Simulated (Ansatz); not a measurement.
**La (hcp type): how the settings move a single-point run**

Aim: see which settings change the result for La (hcp type), by how much, and at what cost.

Program: Ansatz 0.2.0. Level of theory: reference: DFT, PBEsol, all-electron LAPW, scalar-relativistic. These are calculated values, not measurements.

### Step 1. The starting structure

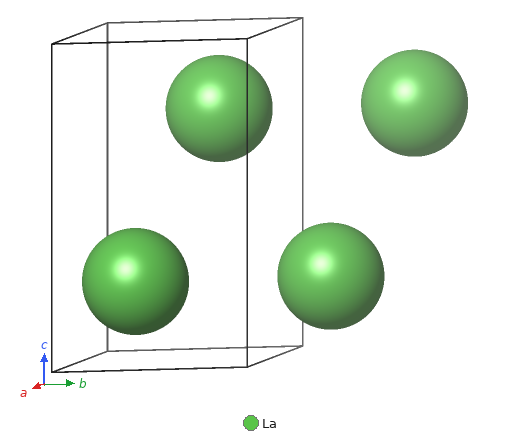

The starting structure, seen slightly off an axis (lanthanum green). 1×2×1 cells are drawn.

As a file:

```cif
data_structure
_symmetry_space_group_name_H-M 'P6_3/mmc'
_symmetry_Int_Tables_number 194
_cell_length_a 3.6520
_cell_length_b 3.6520
_cell_length_c 5.9912
_cell_angle_alpha 90.000
_cell_angle_beta 90.000
_cell_angle_gamma 120.000
_cell_volume 69.20
loop_
_atom_site_label
_atom_site_type_symbol
_atom_site_symmetry_multiplicity
_atom_site_Wyckoff_symbol
_atom_site_fract_x
_atom_site_fract_y
_atom_site_fract_z
_atom_site_occupancy
La1 La 2 d 0.33333 0.66667 0.75000 1
```

### Step 2. Baseline

Input file input.yaml:

```yaml
crystal:
  lattice:
    - [1.8259941745, -3.1627146845, 0.0]
    - [1.8259941745, 3.1627146845, 0.0]
    - [0.0, 0.0, 5.9912167452]
  atoms:
    - { symbol: La, position: [0.666666667, 0.333333333, 0.25] }
    - { symbol: La, position: [0.333333333, 0.666666667, 0.75] }
kpoints:
  mp_grid: { grid: [13, 13, 7] }
scf:
  occupations: { method: fermi_dirac, width: 0.08 }
hamiltonian:
  xc: pbesol
  pseudopotentials: { kind: all_electron, lapw: { basis_error: 0.001 } }
output:
  forces: true
  stress: true
  eigenvalues: true
```

Launch:

```bash
$ ansatz run input.yaml --threads 2 --pin off --max-ram 4096MiB --backend cpu --events-out ev --progress --plain --runs-dir out
```

Excerpt of the output:

```text
[...]
Basis set: ecut = 125.6695922168769 eV, 233 PW (Γ), exchange–correlation at level 2
[...]
k-points: 84 of 1183
[...]
SCF iter   1: F=—  HF=-462038.805113 eV  |F-HF|=—  |Δ(HF+E_count)|=         —  Δρ=4.58e-3  dr2=2.01e-2  ethr=3.73e-5  ⟨swp⟩=6.8  Hψ=19347  notcnv=0
preconditioner: auto → Kerker (q_TF=auto, 2.618 Å⁻¹)  [metal: Δε(μ)=0.013 eV  Ē_g=12.472 eV  σ=0.080 eV  W_gap=0.04  n_scr=22 (ndim 8)  ℏωp=18.9 eV  f_vac=0.000  D(μ)=3.34/eV (n_scr^D=34)]
SCF iter   2: F=—  HF=-462038.792302 eV  |F-HF|=—  |Δ(HF+E_count)|=   1.28e-2  Δρ=3.11e-3  dr2=9.91e-3  ethr=3.71e-5  ⟨swp⟩=2.8  Hψ=9545  notcnv=0
[...]
SCF iter   7: F=—  HF=-462038.790477 eV  |F-HF|=—  |Δ(HF+E_count)|=   1.74e-7  Δρ=1.42e-5  dr2=2.73e-7  ethr=5.12e-9  ⟨swp⟩=2.0  Hψ=9083  notcnv=0
SCF iter   8: F=-462038.790477 eV  HF=-462038.790477 eV  |F-HF|=1.16e-9  |Δ(HF+E_count)|=   8.85e-9  Δρ=4.31e-6  dr2=1.55e-8  ethr=5.06e-10  ⟨swp⟩=2.0  Hψ=9083  notcnv=0
[...]
SCF converged after 8 iterations
Free energy (F): -462038.790477 eV
[...]
E sigma→0 (E₀):  -462038.754125 eV
[...]
Fermi energy:    15.030938 eV
[...]
  P = ⅓ Tr σ = 0.0004 GPa (0.004 kbar)
[...]
```

It took 30 s on 2 threads of AMD EPYC, shared host; peak memory 0.42 GiB.

### Step 3. Changed: preconditioner local_kerker

input.yaml: that of step 2 with these lines changed.

```diff
@@ -12,2 +12,3 @@
   occupations: { method: fermi_dirac, width: 0.08 }
+  mixing: { preconditioner: local_kerker }
 hamiltonian:
```

Launch:

```bash
$ ansatz run input.yaml --threads 2 --pin off --max-ram 4096MiB --backend cpu --events-out ev --progress --plain --runs-dir out
```

Log, cut to the lines that bear on the results:

```text
LAPW: plane waves up to 5.743 Å⁻¹, error target 1.0e-3 eV per atom; small_component_spin mean_spin; La in spheres of 1.826 Å, 27 of its electrons in bands, Dirac shells []
[...]
Pseudopotentials: kind: all_electron
Pseudopotential: La, LAPW, valence charge 27, Koelling and Harmon's equation, gaussian nucleus
Functional definition: PBEsol
[...]
Crystal: 2 atoms, lattice volume = 69.200 Å³
Basis set: ecut = 125.6695922168769 eV, 233 PW (Γ), exchange–correlation at level 2
Bands: 33, of which v1, the nominal top of the filled ones, is band 27 counted from 1 (26 counted from 0)
Symmetry: 24 space group operations
Space group: P63/mmc (ITA 194), of the structure as read, at distance tolerance 4.1e-5 Å
k-points: 84 of 1183
[...]
SCF iter   1: F=—  HF=-462038.805113 eV  |F-HF|=—  |Δ(HF+E_count)|=         —  Δρ=4.58e-3  dr2=2.01e-2  ethr=3.73e-5  ⟨swp⟩=6.8  Hψ=19347  notcnv=0
[...]
SCF iter   7: F=-462038.790477 eV  HF=-462038.790477 eV  |F-HF|=4.19e-9  |Δ(HF+E_count)|=   2.24e-8  Δρ=4.47e-6  dr2=1.70e-8  ethr=1.53e-9  ⟨swp⟩=2.0  Hψ=9083  notcnv=0
[...]
SCF converged after 7 iterations
Free energy (F): -462038.790477 eV
[...]
E sigma→0 (E₀):  -462038.754125 eV
Entropy (-TS):   -0.072705 eV (-36.353 meV/atom)
Fermi energy:    15.030936 eV
[...]
--- Forces (eV/Å), atoms counted from 1 ---
  atom   1  La     0.00000000     0.00000000     0.00000000
  atom   2  La    -0.00000000    -0.00000000     0.00000000
[...]
--- Stress (GPa, compression-positive) ---
        0.054471       0.000000       0.000000
        0.000000       0.054471       0.000000
        0.000000       0.000000      -0.107920
  P = ⅓ Tr σ = 0.0003 GPa (0.003 kbar)
--- Band table (eV; the first three rows and the last of 84) ---
[...]
```

Wall time 24 s (2 threads of AMD EPYC, shared host); peak memory 0.42 GiB.

Same state: the changed mixing leaves the energy within 0.5 meV/atom. Cost: 7 SCF cycles against 8.

### Step 4. Changing settings: occupations.method methfessel_paxton, occupations.width 0.3, xc pbe, dispersion d3bjatm

input.yaml: that of step 2 with these lines changed.

```diff
@@ -11,6 +11,7 @@
 scf:
-  occupations: { method: fermi_dirac, width: 0.08 }
+  occupations: { method: methfessel_paxton, width: 0.3 }
 hamiltonian:
-  xc: pbesol
+  xc: pbe
   pseudopotentials: { kind: all_electron, lapw: { basis_error: 0.001 } }
+  dispersion: d3bjatm
 output:
```

Launch:

```bash
$ ansatz run input.yaml --threads 2 --pin off --max-ram 4096MiB --backend cpu --events-out ev --progress --plain --runs-dir out
```

Log, cut to the lines that bear on the results:

```text
LAPW: plane waves up to 5.755 Å⁻¹, error target 1.0e-3 eV per atom; small_component_spin mean_spin; La in spheres of 1.826 Å, 27 of its electrons in bands, Dirac shells []
[...]
[... 2 set-up lines as earlier in the session ...]
Functional definition: PBE
[...]
Crystal: 2 atoms, lattice volume = 69.200 Å³
Basis set: ecut = 126.19540345502259 eV, 233 PW (Γ), exchange–correlation at level 2
Bands: 33, of which v1, the nominal top of the filled ones, is band 27 counted from 1 (26 counted from 0)
[... 2 set-up lines as earlier in the session ...]
k-points: 84 of 1183
[...]
SCF iter   1: F=—  HF=-462217.148171 eV  |F-HF|=—  |Δ(HF+E_count)|=         —  Δρ=4.60e-3  dr2=1.99e-2  ethr=3.70e-5  ⟨swp⟩=6.9  Hψ=19358  notcnv=0
[...]
SCF iter   8: F=-462217.139456 eV  HF=-462217.139456 eV  |F-HF|=1.80e-9  |Δ(HF+E_count)|=   8.91e-9  S|Δr|=    0.00e0  Δρ=4.76e-6  dr2=2.13e-8  ethr=5.30e-10  ⟨swp⟩=2.0  Hψ=9105  notcnv=0
[...]
SCF converged after 8 iterations
Stability not checked: this state was not tested for a lower state beside it, because cold or Methfessel-Paxton smearing, or corrected tetrahedra, fill the levels in a way that the test cannot read (fill_not_monotonic; see scf.lower_state_search)
Free energy (F): -462217.139456 eV
[...]
E sigma→0 (E₀):  -462217.139217 eV
Entropy (-TS):   -0.000957 eV (-0.479 meV/atom)
Fermi energy:    15.165856 eV
[...]
--- Forces (eV/Å), atoms counted from 1 ---
  atom   1  La     0.00000000     0.00000000     0.00000000
  atom   2  La    -0.00000000    -0.00000000     0.00000000
[...]
--- Stress (GPa, compression-positive) ---
        0.535702       0.000000       0.000000
        0.000000       0.535702       0.000000
        0.000000       0.000000       0.318136
  P = ⅓ Tr σ = 0.4632 GPa (4.632 kbar)
--- Band table (eV; the first three rows and the last of 84) ---
[...]
```

Run time: 29 s. Hardware: 2 threads of AMD EPYC, shared host; peak memory 0.43 GiB.

After a change of functional the difference of the totals has no physical meaning; the pressure goes from 0.0 to 0.5 GPa. The smearing and dispersion term changed too.

### Step 5. Side by side

| run | ending | energy change | pressure (GPa) | gap (eV) | force (eV/Å) | cycles | time |
| --- | --- | --- | --- | --- | --- | --- | --- |
| reference | converged | 0 | 0.0 | 0.00 | 0.00 | 8 | 30 s |
| 1: preconditioner local_kerker | converged | 0.0 meV/atom | 0.0 | 0.00 | 0.00 | 7 | 24 s |
| 2: occupations.method methfessel_paxton, occupations.width 0.3, xc pbe, dispersion d3bjatm | converged | not comparable | 0.5 | 0.00 | 0.00 | 8 | 29 s |

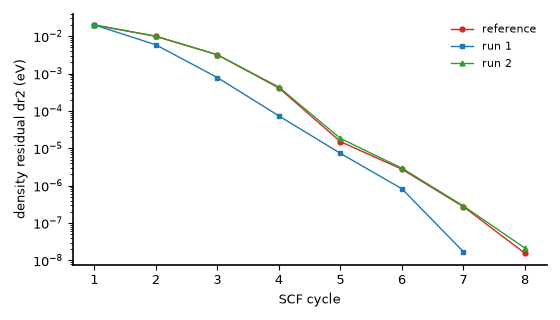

Residual by cycle in the longest SCF loop of each run; runs are numbered as in the table.

«preconditioner local_kerker» leaves the energy as it was.
